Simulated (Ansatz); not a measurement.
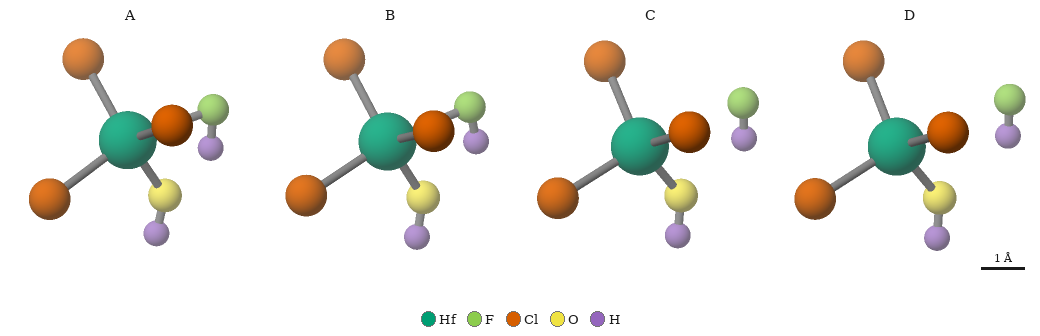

4 geometries from one relaxation of HfH₂OCl₃F, in shuffled order. A ball-and-stick model, seen at a tilt.

The run prepares an end point of a later path (reaction) calculation, from a guessed geometry.

Method: Ansatz 0.2.0, RKS PBE0/def2-SVP. (no spin polarisation; force threshold 0.03 eV/Å; at most 50 steps)

> Put them in the order of the run, from the start to the converged end.

D, C, B, A. They are steps 0, 1, 3, 9, at +0.402 eV, +0.234 eV, +0.057 eV relative to the last. The atom that moves furthest after the best rigid fit is an H atom (0.56 Å). By element the largest moves are H 0.56 Å, F 0.54 Å, Cl 0.36 Å, Hf 0.31 Å, O 0.16 Å. Some distances before and after: F–Hf 3.171 → 2.337 Å, H–Hf 3.149 → 2.400 Å, F–H 0.926 → 0.979 Å, Hf–O 2.015 → 1.999 Å. New bonds form, among them: F–Hf (3.17 → 2.34 Å). Bond angles that change, for instance: Cl–Hf–O 104.7° → 96.1°, Cl–Hf–O 111.8° → 117.5°, Cl–Hf–O 113.7° → 117.2°. After 8 accepted moves (9 points after the start) the energy has fallen by 0.402 eV. The largest force component goes from 1.4 to 0.019 eV/Å. The line search rejected the trial step at point 6 of the run. The run took 17 s on 4 threads of Intel(R) Xeon(R) 6975P-C (Granite Rapids), with other jobs on the host, peak memory 0.34 GiB.

Limits of the set-up: the start holds two separate molecules, 2.2 Å apart at their closest, whose relative position is a soft coordinate and is computed without a dispersion correction.
